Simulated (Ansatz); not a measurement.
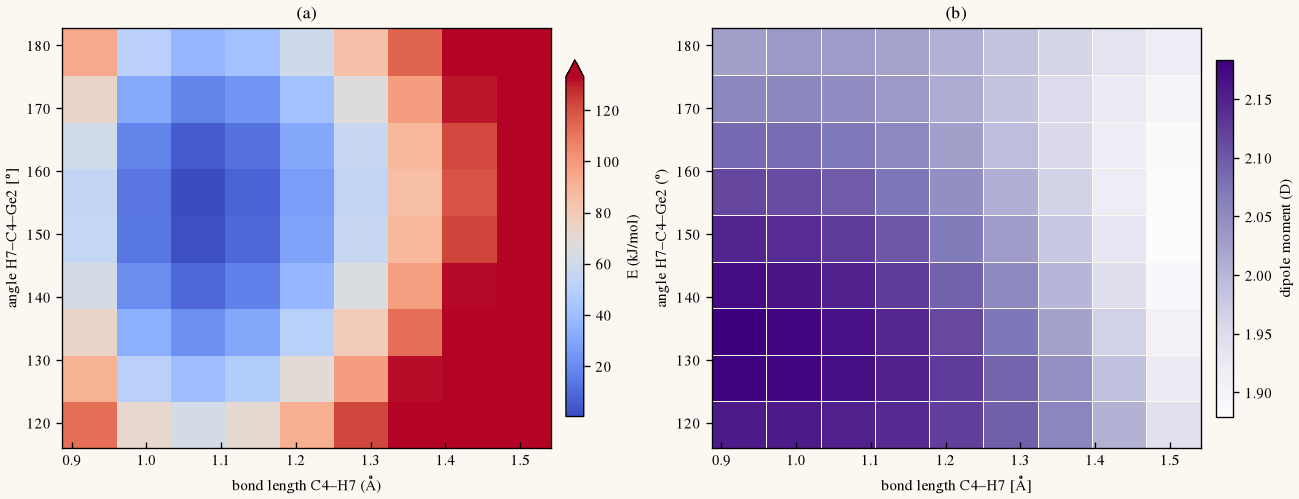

C₂H₃ClGe, SMILES [Cl][GeH]1[CH]=[CH]1. The first coordinate is: bond length C4–H7; the second: angle H7–C4–Ge2. Nothing is relaxed (all other coordinates rigid). The grid has 9 × 9 points. Energies are in kJ/mol, from the relaxed molecule at the same level. All numbers below come from RKS BHLYP-D4/def2-TZVP in Ansatz 0.2.0.

Panel (a) is the energy and panel (b) the computed dipole moment on the same grid.

In the figure: one coloured cell a grid point, one colour for all values above the top of the scale.

How does the dipole moment vary over the map, and what is it at the lowest grid point?

Leaving out the highest fifth of the energies, it runs from 1.92 D at bond length C4–H7 = 1.432 Å, angle H7–C4–Ge2 = 164.2° to 2.18 D at bond length C4–H7 = 0.924 Å, angle H7–C4–Ge2 = 134.5°. At the lowest grid point, bond length C4–H7 = 1.069 Å, angle H7–C4–Ge2 = 156.8°, it is 2.10 D.

| angle H7–C4–Ge2 ↓, bond length C4–H7 → | 0.924 | 0.997 | 1.069 | 1.142 | 1.214 | 1.287 | 1.360 | 1.432 | 1.505 |
| --- | --- | --- | --- | --- | --- | --- | --- | --- | --- |
| 179.0 | 2.03 | 2.03 | 2.03 | 2.02 | 2.01 | 1.99 | 1.96 | 1.94 | 1.92 |
| 171.6 | 2.05 | 2.06 | 2.05 | 2.03 | 2.01 | 1.99 | 1.95 | 1.92 | 1.90 |
| 164.2 | 2.09 | 2.08 | 2.07 | 2.05 | 2.03 | 1.99 | 1.96 | 1.92 | 1.89 |
| 156.8 | 2.12 | 2.11 | 2.10 | 2.08 | 2.05 | 2.01 | 1.97 | 1.92 | 1.88 |
| 149.3 | 2.15 | 2.14 | 2.13 | 2.10 | 2.07 | 2.03 | 1.98 | 1.93 | 1.88 |
| 141.9 | 2.17 | 2.16 | 2.15 | 2.13 | 2.09 | 2.05 | 2.00 | 1.95 | 1.89 |
| 134.5 | 2.18 | 2.18 | 2.17 | 2.14 | 2.11 | 2.07 | 2.02 | 1.97 | 1.91 |
| 127.1 | 2.18 | 2.18 | 2.17 | 2.15 | 2.13 | 2.09 | 2.04 | 1.99 | 1.92 |
| 119.7 | 2.16 | 2.16 | 2.15 | 2.14 | 2.12 | 2.10 | 2.06 | 2.01 | 1.94 |
